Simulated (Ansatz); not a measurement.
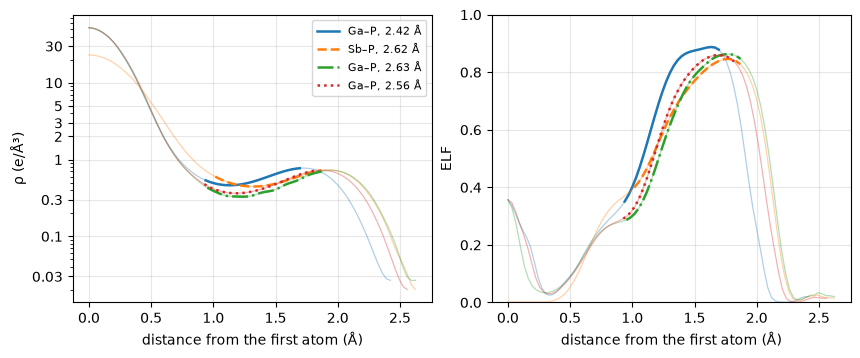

The picture shows: Ga₂SbP₃. Valence charge density (pseudo) and electron localisation function along straight lines between neighbouring atoms. Thin, pale parts lie inside the atomic spheres.

Space group Cmmm; a structure from a database of computed crystals, not necessarily the ambient phase; started from the Li2CeO3-65 prototype, which need not be the ambient phase.

These are results of Ansatz, DFT, PBEsol, plane waves, PAW, not measurements.

In a PAW calculation such maps are meaningful between the atoms, not at the nuclei.

The calculation's input:

```
crystal:
  lattice:
    - [2.84049903, -6.00958629, 0.0]
    - [2.84049903, 6.00958629, 0.0]
    - [0.0, 0.0, 4.47328267]
  atoms:
    - { symbol: Ga, position: [0.65497246, 0.34502754, 0.5] }
    - { symbol: Ga, position: [0.34502754, 0.65497246, 0.5] }
    - { symbol: Sb, position: [0.0, 0.0, 0.0] }
    - { symbol: P, position: [0.14538865, 0.85461135, 0.5] }
    - { symbol: P, position: [0.85461135, 0.14538865, 0.5] }
    - { symbol: P, position: [0.5, 0.5, 0.0] }
kpoints:
  mp_grid: { grid: [4, 4, 6] }
hamiltonian:
  xc: pbesol
scf:
  occupations: { method: fermi_dirac, width: 0.03 }
relax:
  f_tol: 0.01
  cell: {}
  max_steps: 120
output:
  write_density: true
  write_potential: true
  elf: true
  volumetric_format: npy
```

Launched as:

```sh
ansatz run input.yaml --threads 2 --pin off --max-ram 29491MiB --backend cpu --events-out ev --progress --plain --runs-dir out
```

Below, planes, directions and counts refer to the conventional cell (a = 5.24 Å, b = 11.68 Å, c = 3.95 Å, α = 90.00°, β = 90.00°, γ = 90.00°).

The fields are those of the relaxed geometry.

**What can be read from the curves?**

Ga–P (2.42 Å): ρ at the midpoint is about 0.47 e/Å³; the ELF peaks at about 0.90 in the valence shell of P, 0.8 Å from its nucleus, and is about 0.70 at the midpoint.
Sb–P (2.62 Å): the density is about 0.45 e/Å³ at the midpoint; the ELF peaks at about 0.85 in the valence shell of P, 0.9 Å from its nucleus, and is about 0.65 at the midpoint.
Ga–P (2.63 Å): ρ is about 0.34 e/Å³ halfway; the ELF peaks at about 0.85 in the valence shell of P, 0.9 Å from its nucleus, and is about 0.65 at the midpoint.
Ga–P (2.56 Å): the density is about 0.38 e/Å³ at the midpoint; the ELF peaks at about 0.85 in the valence shell of P, 0.9 Å from its nucleus, and is about 0.65 at the midpoint.
